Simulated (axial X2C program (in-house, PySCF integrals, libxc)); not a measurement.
# FSnF: bond lengths and stretches, held linear

How do method and spin–orbit coupling move the bonds and stretches of FSnF, held linear?

Computed with an in-house X2C program for linear molecules on PySCF integrals. Level: all-electron X2C, two-component (2c) or spin-free, F dyall-av3z, Sn dyall-v3z.

All values are calculated.

1 further run of the same task is left out (set aside as unsound or not needed).

**1. Input**

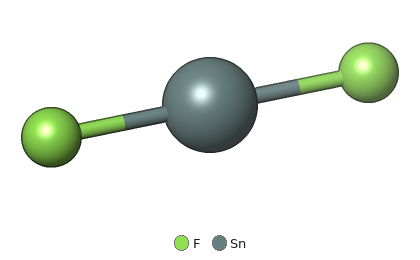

The atoms on one line, bonds 2.040 and 2.040 Å (fluorine green, tin teal).

Input file task.json:

```json
{
 "zs": [
  9,
  50,
  9
 ],
 "q": 0,
 "bas": [
  "dyall-av3z",
  "dyall-v3z",
  "dyall-av3z"
 ],
 "r0": [
  2.04,
  2.04
 ],
 "symm": 1,
 "scan": [
  "PBE0",
  "HF",
  "LDA"
 ],
 "levels": [
  "PBE0",
  "HF",
  "PBE"
 ],
 "nst": 2
}
```

Keys: zs atomic numbers; q charge; bas basis sets; r0 starting distance in Å; symm equal bonds; scan levels of the two-bond scan (MP2 follows by itself at each HF point); levels methods; nst determinants followed.

Run with:

```console
python solin.py task.json out
```

Masses F 18.998, Sn 119.902, F 18.998 u.

**2. Scan at PBE0, 2c**

State: Ω = 0 (all partner blocks equally filled). Energies above the lowest point, from the job's result record:

```tsv
r(F–Sn) (Å)	r(Sn–F) (Å)	E (meV)
1.9900	1.9900	42.26
1.9900	2.0410	18.07
1.9900	2.0920	31.21
2.0410	1.9900	18.07
2.0410	2.0410	0.00
2.0410	2.0920	19.01
2.0410	2.1431	67.03
2.0920	1.9900	31.21
2.0920	2.0410	19.01
2.0920	2.0920	43.66
2.1431	2.0410	67.03
2.1431	2.1431	155.66
```

A quadratic surface with cubic terms in each bond gives the minimum at 2.039 and 2.039 Å, force constants 2.29, 2.29 and coupling 0.35 mdyn/Å.

**3. Scan at HF, 2c**

State: Ω = 0 (all partner blocks equally filled). Energies above the lowest point, from the job's result record:

```tsv
r(F–Sn) (Å)	r(Sn–F) (Å)	E (meV)
1.9900	1.9900	22.46
1.9900	2.0410	7.57
1.9900	2.0920	27.92
2.0410	1.9900	7.57
2.0410	2.0410	0.00
2.0410	2.0920	27.47
2.0410	2.1431	81.93
2.0920	1.9900	27.92
2.0920	2.0410	27.47
2.0920	2.0920	61.85
2.1431	2.0410	81.93
2.1431	2.1431	190.72
```

A quadratic surface with cubic terms in each bond gives the minimum at 2.028 and 2.028 Å, force constants 2.28, 2.28 and coupling 0.42 mdyn/Å.

**4. Scan at LDA, 2c**

State: Ω = 0 (all partner blocks equally filled). Energies above the lowest point, from the job's result record:

```tsv
r(F–Sn) (Å)	r(Sn–F) (Å)	E (meV)
1.9900	1.9900	21.90
1.9900	2.0410	8.08
1.9900	2.0920	30.73
2.0410	1.9900	8.08
2.0410	2.0410	0.00
2.0410	2.0920	28.12
2.0410	2.1431	84.48
2.0920	1.9900	30.73
2.0920	2.0410	28.12
2.0920	2.0920	61.46
2.1431	2.0410	84.48
2.1431	2.1431	188.78
```

A quadratic surface with cubic terms in each bond gives the minimum at 2.027 and 2.027 Å, force constants 2.35, 2.35 and coupling 0.32 mdyn/Å.

**5. The levels side by side**

| level | r(F–Sn) (Å) | r(Sn–F) (Å) | lower stretch (cm⁻¹) | upper stretch (cm⁻¹) |
| --- | --- | --- | --- | --- |
| PBE0, 2c | 2.039 | 2.039 | 478.7 | 485.6 |
| HF, 2c | 2.028 | 2.028 | 467.2 | 491.6 |
| LDA, 2c | 2.027 | 2.027 | 488.4 | 488.7 |
| MP2, 2c | 2.035 | 2.035 | 487.1 | 489.1 |
| PBE0, spin-free | 2.038 | 2.038 | 479.0 | 485.7 |
| HF, spin-free | 2.027 | 2.027 | 467.5 | 491.5 |
| LDA, spin-free | 2.027 | 2.027 | 488.6 | 489.1 |
| MP2, spin-free | 2.035 | 2.035 | 487.3 | 489.2 |

Scans not shown above were run alike.

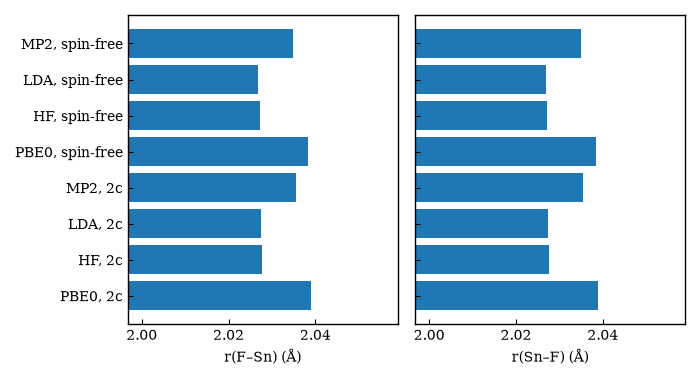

The two bond lengths by level.

What this shows: Over the levels the F–Sn bond spans 2.027 to 2.039 Å and the Sn–F bond 2.027 to 2.039 Å. At PBE0 spin–orbit coupling leaves both bonds unchanged to 0.001 Å. Each state is one determinant, the lowest of a limited PBE0 search; the stretches come from a fit to few points and are good to some per cent at best. The stretches are sorted by size, and where the two bonds are alike the symmetric and antisymmetric modes can swap order between levels. MP2 freezes inner shells (threshold -2 hartree). The molecule was held linear; bending was not examined, so a bent shape may lie lower.
